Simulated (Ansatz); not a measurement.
Run report: Al₁₈HCl, geometry relaxation (part 2 of 2)

The same run, continued: Al₁₈HCl (slab, 20 atoms in the cell); DFT PBE-D3(BJ), scalar-relativistic, plane waves, PAW, no spin polarisation (Ansatz 0.2.0); cutoff 420 eV, 3×2×1 k-mesh, Gaussian smearing of 0.15 eV. The input holds or restrains some coordinates. Forces given for the steps count only the free coordinates. It belongs to a series of runs on one base structure; here: end point A relaxed.

Geometry of the input (Å; fractional positions):
```
5.7276  0.0000  0.0000
4.2957  7.4403  0.0000
0.0000  0.0000  15.6765
Al 0.1667  0.1111  0.0638
Al 0.6667  0.1111  0.0638
Al 0.1667  0.4444  0.0638
Al 0.6667  0.4444  0.0638
Al 0.1667  0.7778  0.0638
Al 0.6667  0.7778  0.0638
Al -0.1667  0.2222  0.2129
Al 0.3333  0.2222  0.2129
Al -0.1667  0.5556  0.2129
Al 0.3333  0.5556  0.2129
Al -0.1667  0.8889  0.2129
Al 0.3333  0.8889  0.2129
Al 0.0000  0.0000  0.3621
Al 0.5000  0.0000  0.3621
Al 0.0000  0.3333  0.3621
Al 0.5000  0.3333  0.3621
Al 0.0000  0.6667  0.3621
Al 0.5000  0.6667  0.3621
Cl 0.2642  0.1762  0.5452
H  0.1322  0.3373  0.5739
```

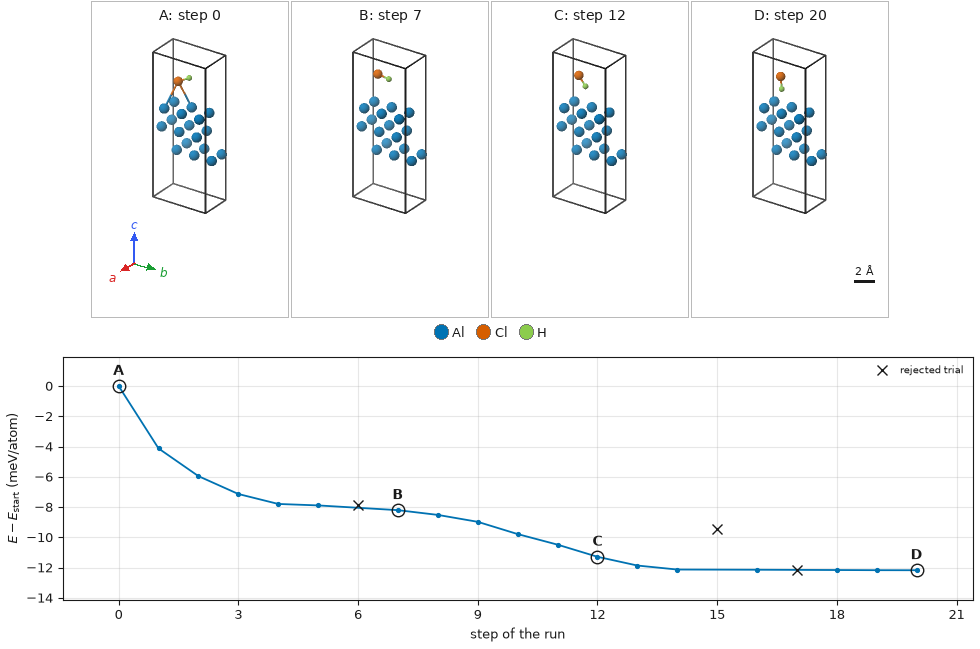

**Figure 1.** Frames of the restrained relaxation (ball-and-stick view of the cell of the calculation, with the vacuum cut short (origin shifted), seen slightly off an axis) above the curves, on which the letters mark them (the first geometry is step 0 here and step 1 in the log).

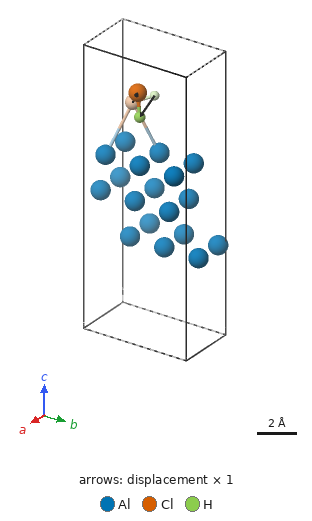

**Figure 2.** Start (faint) and end (solid) with the displacements as black arrows, at true length (ball-and-stick view of the cell of the calculation, with the vacuum cut short (origin shifted), seen slightly off an axis). After 20 geometry steps the energy has fallen by 12.2 meV per atom. The largest force component goes from 0.35 to 0.0063 eV/Å. The line search rejected the trial steps at points 6, 15, 17 (counted from 0) and went back. H20 moves most: 1.38 Å. By element the largest moves are H 1.38 Å, Cl 1.03 Å, Al 0.04 Å. The cell stays as it was. Among the contacts that change: Al14–Cl19 3.211 → 3.968 Å, Al15–Cl19 3.210 → 3.878 Å, Cl19–H20 1.282 → 1.317 Å. (Atoms are counted from 1 in the order of the input.)

```
Free energy (F): -10771.687812 eV
Harris-Foulkes:  -10771.687812 eV  (|F-HF|=4.69e-8)
Internal energy: -10771.491782 eV  (E = F + TS)
E sigma→0 (E₀):  -10771.589797 eV
Entropy (-TS):   -0.196030 eV (-9.802 meV/atom)
Fermi energy:    1.305896 eV
--- Per-component energies (eV) ---
  E_band       = -184.466226
[...]
  E_kinetic    = 558.716061
  E_local      = -4287.770147  (includes V_loc(G=0)·N_el)
  E_nonlocal   = 219.146057
  E_hartree    = 2011.716061
  E_xc         = -816.849163
  E_vxc        = -635.253132  (∫ρ·V_xc dr)
  E_paw        = -9070.968760  (= ΣΔE_a)
  E_vpaw       = -62.737795  (= ΣTr[D̂ρ^β])
  E_aug_tail   = -0.001040  (compensation charges beyond the density's cutoff)
  E_ewald      = 618.786127
  E_disp       = -4.266977  (pairwise vdW)
  E_smearing   = -0.196030  (= −TS)
  E_closure    = -0.000000  (closes the sum)
  Σ components = -10771.687812   (vs F -10771.687812, Δ=0.00e0)
--- Forces (eV/Å), atoms counted from 1 ---
  atom   1  Al     0.00450739    -0.01312346    -0.00290831
  atom   2  Al    -0.00402559     0.00896966    -0.00270643
  atom   3  Al     0.00914695    -0.00946952     0.00370089
  atom   4  Al    -0.00907801     0.00412355     0.00296712
  atom   5  Al     0.01902436     0.00167457    -0.00758187
  atom   6  Al    -0.01880662     0.00683060     0.00565380
  atom   7  Al     0.00017156     0.00032453     0.00063551
  atom   8  Al     0.00013624     0.00030491    -0.00057018
  atom   9  Al     0.00039515    -0.00009070     0.00170536
  atom  10  Al    -0.00077211    -0.00015949     0.00064371
  atom  11  Al    -0.00015897     0.00189034     0.00010181
  atom  12  Al    -0.00007014     0.00056312     0.00001541
  atom  13  Al    -0.00075968    -0.00111929     0.00028177
  atom  14  Al     0.00063008    -0.00117406    -0.00019134
  atom  15  Al    -0.00179476     0.00146671    -0.00044617
  atom  16  Al     0.00164621     0.00168481    -0.00081309
  atom  17  Al    -0.00058792    -0.00098772    -0.00026515
  atom  18  Al     0.00003580    -0.00085484    -0.00025920
  atom  19  Cl     0.00061640     0.00057535    -0.00604629
  atom  20  H     -0.00025967    -0.00143121     0.00627403
  max |Σ_I F_I| component: 1.91e-4 eV/Å
--- Relaxed structure (21 steps of the walk, 18 accepted, 0 SCFs on fresh bases) ---
  F+E_penalty+E_count = -10771.68781230 eV   max|allowed force component| = 6.274e-3 eV/Å
  atoms:
    - { symbol: Al, position: [0.16666669999999995, 0.11111110000000002, 0.0637896] }
    - { symbol: Al, position: [0.6666667, 0.11111110000000002, 0.0637896] }
    - { symbol: Al, position: [0.16666669999999995, 0.4444444000000001, 0.0637896] }
    - { symbol: Al, position: [0.6666667, 0.4444444000000001, 0.0637896] }
    - { symbol: Al, position: [0.16666669999999983, 0.7777778000000001, 0.0637896] }
    - { symbol: Al, position: [0.6666666999999998, 0.7777778000000001, 0.0637896] }
    - { symbol: Al, position: [-0.1660827900664511, 0.22166305953831386, 0.21365288821499784] }
    - { symbol: Al, position: [0.33345714652663216, 0.22184170300653686, 0.21383150065423756] }
    - { symbol: Al, position: [-0.16685160760924067, 0.5557680981809637, 0.21394442573760322] }
    - { symbol: Al, position: [0.3333535143746855, 0.5556819859699667, 0.21400563598518074] }
    - { symbol: Al, position: [-0.16607412342820527, 0.8883150699692456, 0.2141797796250497] }
    - { symbol: Al, position: [0.333494620341261, 0.8885840988910472, 0.21411264337419458] }
    - { symbol: Al, position: [-7.708245904072472e-5, 0.0006540546198832731, 0.3645015855274729] }
    - { symbol: Al, position: [0.49970764919079685, 0.00023520124351217306, 0.36424263005826313] }
    - { symbol: Al, position: [-0.0010102421434821929, 0.33369569702671403, 0.3634358764127517] }
    - { symbol: Al, position: [0.5005873778381636, 0.3337326986599208, 0.3634711797375389] }
    - { symbol: Al, position: [-0.00033324459360228875, 0.6675331795869667, 0.36471531044941063] }
    - { symbol: Al, position: [0.49959636430446985, 0.667156112718283, 0.36459482147910804] }
    - { symbol: Cl, position: [0.314032241403742, 0.24251107147503406, 0.5897035826447549] }
    - { symbol: H, position: [0.30657679436147145, 0.25947353385125554, 0.5061283019440526] }
```

## Trajectory as extended XYZ (Å, eV, eV/Å), 5 of the 21 frames kept, from step=1 to step=21
```
20
Lattice="5.7276 0.0000 0.0000 4.2957 7.4403 0.0000 0.0000 0.0000 15.6765" Properties=species:S:1:pos:R:3:forces:R:3 step=1 energy=-10771.44428
Al    1.4319    0.8267    1.0000   -0.0122  -0.0059  -0.0234
Al    4.2957    0.8267    1.0000    0.0130   0.0018  -0.0193
Al    2.8638    3.3068    1.0000    0.0064   0.0037  -0.0115
Al    5.7276    3.3068    1.0000   -0.0068  -0.0154  -0.0177
Al    4.2957    5.7869    1.0000   -0.0141   0.0092  -0.0074
Al    7.1595    5.7869    1.0000    0.0125   0.0015  -0.0169
Al    0.0000    1.6534    3.3383   -0.0080   0.0109  -0.0536
Al    2.8638    1.6534    3.3383   -0.0046  -0.0062  -0.0136
Al    1.4319    4.1335    3.3383    0.0025  -0.0387   0.0048
Al    4.2957    4.1335    3.3383   -0.0050  -0.0412   0.0076
Al    2.8638    6.6136    3.3383   -0.0196   0.0410   0.0033
Al    5.7276    6.6136    3.3383    0.0177   0.0182  -0.0081
Al    0.0000    0.0000    5.6765    0.0040   0.0029  -0.0241
Al    2.8638    0.0000    5.6765    0.0293  -0.0868  -0.2201
Al    1.4319    2.4801    5.6765   -0.0427   0.0429  -0.1447
Al    4.2957    2.4801    5.6765    0.0413   0.0201  -0.0469
Al    2.8638    4.9602    5.6765    0.0050  -0.0193   0.0293
Al    5.7276    4.9602    5.6765    0.0000  -0.0030   0.0349
Cl    2.2705    1.3112    8.5465   -0.0247  -0.2802   0.3495
H     2.2059    2.5095    8.9965    0.0057   0.3446   0.1806
20
Lattice="5.7276 0.0000 0.0000 4.2957 7.4403 0.0000 0.0000 0.0000 15.6765" Properties=species:S:1:pos:R:3:forces:R:3 step=6 energy=-10771.60214
Al    1.4319    0.8267    1.0000   -0.0028  -0.0042  -0.0213
Al    4.2957    0.8267    1.0000    0.0011  -0.0022  -0.0206
Al    2.8638    3.3068    1.0000    0.0001  -0.0018   0.0021
Al    5.7276    3.3068    1.0000   -0.0030  -0.0045  -0.0041
Al    4.2957    5.7869    1.0000   -0.0024   0.0060   0.0060
Al    7.1595    5.7869    1.0000   -0.0005   0.0050   0.0016
Al   -0.0038    1.6521    3.3377   -0.0001  -0.0016   0.0013
Al    2.8613    1.6516    3.3415    0.0012   0.0008  -0.0043
Al    1.4306    4.1335    3.3493   -0.0027   0.0049  -0.0001
Al    4.2923    4.1324    3.3511    0.0026   0.0045  -0.0013
Al    2.8610    6.6157    3.3484    0.0024  -0.0030   0.0009
Al    5.7266    6.6146    3.3466   -0.0026  -0.0041  -0.0031
Al   -0.0014    0.0040    5.6928   -0.0008   0.0006   0.0081
Al    2.8601    0.0028    5.6914    0.0002   0.0073   0.0193
Al    1.4238    2.4771    5.6758    0.0062  -0.0022   0.0300
Al    4.2931    2.4779    5.6898   -0.0054  -0.0025   0.0156
Al    2.8609    4.9604    5.6999    0.0006  -0.0005   0.0026
Al    5.7248    4.9614    5.6984   -0.0013   0.0002   0.0000
Cl    2.3363    1.2964    9.3250    0.0005   0.0732   0.0025
H     2.3586    2.5531    9.0189    0.0066  -0.0757  -0.0351
20
Lattice="5.7276 0.0000 0.0000 4.2957 7.4403 0.0000 0.0000 0.0000 15.6765" Properties=species:S:1:pos:R:3:forces:R:3 step=11 energy=-10771.64002
Al    1.4319    0.8267    1.0000   -0.0030  -0.0027  -0.0048
Al    4.2957    0.8267    1.0000   -0.0007   0.0006  -0.0053
Al    2.8638    3.3068    1.0000   -0.0010  -0.0018   0.0223
Al    5.7276    3.3068    1.0000   -0.0036  -0.0027   0.0144
Al    4.2957    5.7869    1.0000   -0.0006   0.0052   0.0140
Al    7.1595    5.7869    1.0000   -0.0061   0.0071   0.0131
Al   -0.0068    1.6520    3.3464   -0.0006   0.0010  -0.0099
Al    2.8590    1.6538    3.3507    0.0013  -0.0010  -0.0072
Al    1.4279    4.1373    3.3580   -0.0010   0.0029  -0.0078
Al    4.2901    4.1350    3.3603   -0.0005   0.0009  -0.0054
Al    2.8590    6.6175    3.3563   -0.0004  -0.0024  -0.0022
Al    5.7241    6.6163    3.3538    0.0007  -0.0022  -0.0054
Al   -0.0054    0.0077    5.7107   -0.0021  -0.0009  -0.0013
Al    2.8560    0.0060    5.7114    0.0004   0.0028   0.0123
Al    1.4143    2.4827    5.6843    0.0048  -0.0021   0.0315
Al    4.2875    2.4815    5.7075   -0.0006  -0.0002   0.0025
Al    2.8561    4.9665    5.7152    0.0019   0.0020   0.0040
Al    5.7195    4.9661    5.7115   -0.0028  -0.0012  -0.0012
Cl    2.4228    1.3766    9.3233    0.0140   0.1601  -0.0975
H     2.4922    2.3996    8.5173   -0.0005  -0.1635   0.0333
20
Lattice="5.7276 0.0000 0.0000 4.2957 7.4403 0.0000 0.0000 0.0000 15.6765" Properties=species:S:1:pos:R:3:forces:R:3 step=16 energy=-10771.63325 accepted=F
Al    1.4319    0.8267    1.0000    0.0107  -0.0199  -0.0097
Al    4.2957    0.8267    1.0000   -0.0123   0.0109  -0.0108
Al    2.8638    3.3068    1.0000    0.0130  -0.0123  -0.0040
Al    5.7276    3.3068    1.0000   -0.0165   0.0093  -0.0008
Al    4.2957    5.7869    1.0000    0.0243  -0.0006  -0.0092
Al    7.1595    5.7869    1.0000   -0.0278   0.0110   0.0047
Al   -0.0013    1.6485    3.3475   -0.0038   0.0029   0.0089
Al    2.8590    1.6499    3.3484    0.0036   0.0044   0.0097
Al    1.4293    4.1355    3.3551   -0.0074   0.0047  -0.0175
Al    4.2926    4.1345    3.3536    0.0087   0.0051  -0.0132
Al    2.8620    6.6105    3.3571    0.0118  -0.0037   0.0036
Al    5.7254    6.6107    3.3555   -0.0125  -0.0009   0.0006
Al   -0.0030    0.0043    5.7149    0.0036   0.0021  -0.0086
Al    2.8588    0.0001    5.7075   -0.0039   0.0215   0.0223
Al    1.4172    2.4859    5.6921    0.0251  -0.0125   0.0386
Al    4.2939    2.4844    5.6917   -0.0189  -0.0065   0.0466
Al    2.8608    4.9687    5.7150    0.0003  -0.0156   0.0083
Al    5.7221    4.9636    5.7156   -0.0007   0.0023   0.0039
Cl    2.7674    1.9032    9.2420    0.0548  -0.0957  -1.3623
H     2.8213    1.8134    7.8542   -0.0520   0.0937   1.2891
20
Lattice="5.7276 0.0000 0.0000 4.2957 7.4403 0.0000 0.0000 0.0000 15.6765" Properties=species:S:1:pos:R:3:forces:R:3 step=21 energy=-10771.68781
Al    1.4319    0.8267    1.0000    0.0045  -0.0131  -0.0029
Al    4.2957    0.8267    1.0000   -0.0040   0.0090  -0.0027
Al    2.8638    3.3068    1.0000    0.0091  -0.0095   0.0037
Al    5.7276    3.3068    1.0000   -0.0091   0.0041   0.0030
Al    4.2957    5.7869    1.0000    0.0190   0.0017  -0.0076
Al    7.1595    5.7869    1.0000   -0.0188   0.0068   0.0057
Al    0.0009    1.6492    3.3493    0.0002   0.0003   0.0006
Al    2.8629    1.6506    3.3521    0.0001   0.0003  -0.0006
Al    1.4317    4.1351    3.3539    0.0004  -0.0001   0.0017
Al    4.2963    4.1345    3.3549   -0.0008  -0.0002   0.0006
Al    2.8647    6.6094    3.3576   -0.0002   0.0019   0.0001
Al    5.7272    6.6114    3.3565   -0.0001   0.0006   0.0000
Al    0.0024    0.0049    5.7141   -0.0008  -0.0011   0.0003
Al    2.8631    0.0018    5.7101    0.0006  -0.0012  -0.0002
Al    1.4277    2.4828    5.6974   -0.0018   0.0015  -0.0004
Al    4.3008    2.4831    5.6980    0.0016   0.0017  -0.0008
Al    2.8656    4.9667    5.7175   -0.0006  -0.0010  -0.0003
Al    5.7274    4.9639    5.7156    0.0000  -0.0009  -0.0003
Cl    2.8404    1.8044    9.2445    0.0006   0.0006  -0.0060
H     2.8706    1.9306    7.9343   -0.0003  -0.0014   0.0063
```
